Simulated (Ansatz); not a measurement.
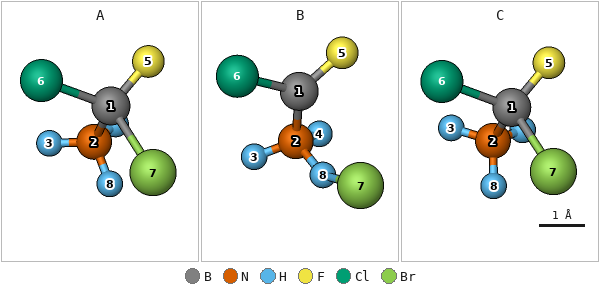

3 geometries from a converged minimum-energy path of BNH3BrClF, shuffled. Style: ball-and-stick. Shown from a free direction.

Computed with RKS B3LYP-D4/def2-SVP in Ansatz. Settings: 7 movable images; climbing image; force threshold 0.03 eV/Å; iteration limit 60; starting path through a guess of the saddle point.

Question: Which frame is the transition state?

Answer: B. In order along the path, whose images run from 0 to 8: B (image 3, +61.7 kJ/mol), A (image 5, −29.3 kJ/mol), C (image 6, −34.3 kJ/mol). Breaking: Br7–H8 (1.44 → 1.79 at the top → 2.98 Å). Forming: B1–Br7 (3.92 → 2.84 at the top → 2.03 Å), N2–H8 (2.11 → 1.22 at the top → 1.02 Å).
